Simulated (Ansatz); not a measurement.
F$_{3}$H$_{3}$OSi$_{2}$···HF

```xyz
11

Si   -0.2202    0.2661    0.0511
O    -0.9656    0.3891    1.4579
Si   -1.2697   -0.4416    2.8927
H    -1.9042   -1.7689    2.6132
H    -0.0026   -0.5679    3.6858
H    -2.2318    0.4411    3.6344
F     1.3466   -0.1347    0.2504
F    -0.1898    1.6724   -0.6876
F    -0.8424   -0.7974   -0.9504
F     0.4057   -2.0423    1.4357
H     1.1216   -1.5008    1.1097
```

All numbers below come from RKS LDA/def2-SVP (Ansatz).

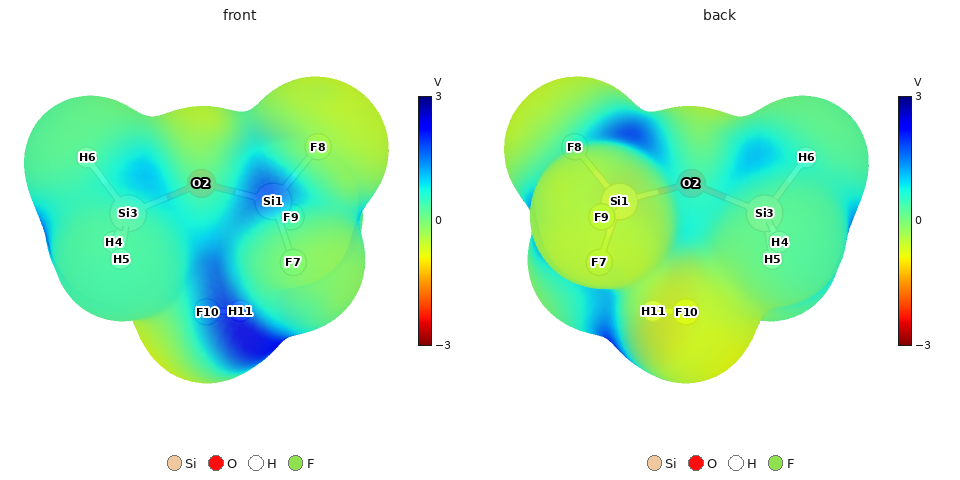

Figure 1. The molecular electrostatic potential painted on the density surface at 0.002 e/bohr³, seen from the front and from behind; the colour scale runs from red (negative) to blue (positive).

### Describe the electrostatic potential map.

The most negative region (about −0.8 V, or −18 kcal/mol for a unit charge) lies over F10, the most positive (about +2.2 V, or +51 kcal/mol for a unit charge) over H11.

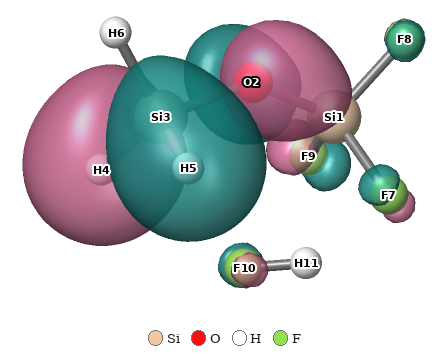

Figure 2. The HOMO−1 at ±0.08 Å⁻³ᐟ² (teal and pink are the two phases), seen at a tilt.

### What is the character of this orbital?

Its weight (Hirshfeld) is mainly on Si3 (about 30 %), O2 (about 25 %), H4 (about 20 %) and H5 (about 20 %). Its energy is −8.08 eV.

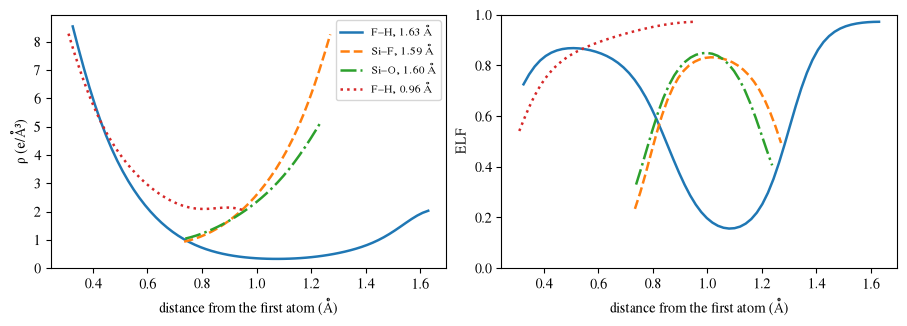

Figure 3. Electron density and electron localisation function along straight lines between neighbouring atoms. The curves leave out the atomic cores.

### What can be read from the curves?

F7···H11 (1.63 Å): the density falls to about 0.33 e/Å³ on the way; the ELF dips to about 0.15 between them: a closed-shell contact with the geometry of a hydrogen bond.
Si–F (1.59 Å): ρ is about 1.1 e/Å³ halfway; the ELF peaks at about 0.85 in the valence shell of F, 0.6 Å from its nucleus, and is about 0.45 at the midpoint.
Si–O (1.60 Å): the density is about 1.2 e/Å³ at the midpoint; the ELF peaks at about 0.85 between the atoms (a polar covalent bond).
F–H (0.96 Å): ρ is about 4.3 e/Å³ halfway; the ELF climbs to about 0.95 towards the hydrogen, as it does in any bond to H (an ordinary covalent bond to hydrogen).
